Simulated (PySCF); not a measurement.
Be(Me)(SiH3), SMILES [CH3][Be][SiH3] at its CAM-B3LYP/def2-SVP optimised geometry (Å):

```
9

Be     0.3300    -0.3457     0.0000
C      2.0010    -0.3465     0.0030
H      2.4162    -1.0172     0.7766
H      2.4187     0.6574     0.1984
H      2.4206    -0.6806    -0.9628
Si    -1.8518    -0.3457     0.0000
H     -2.4200     1.0379     0.0000
H     -2.4191    -1.0372     1.1988
H     -2.4206    -1.0379    -1.1977
```

Computed with PySCF with CAM-B3LYP/def2-TZVP. Cells within 0.4 Å of a nucleus heavier than hydrogen are left out (blank, or x).

Map of the deformation density (molecule minus spherical neutral atoms) (e/bohr³) on the plane z = 0.0 Å:

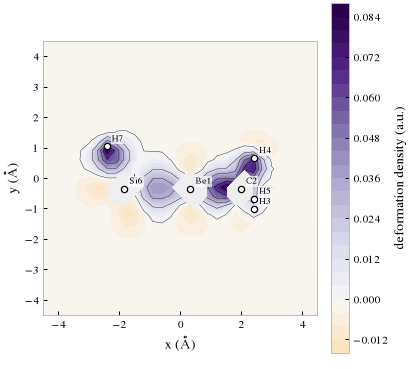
Deformation density (molecule minus spherical neutral atoms) (e/bohr³) on the plane z = 0.0 Å.
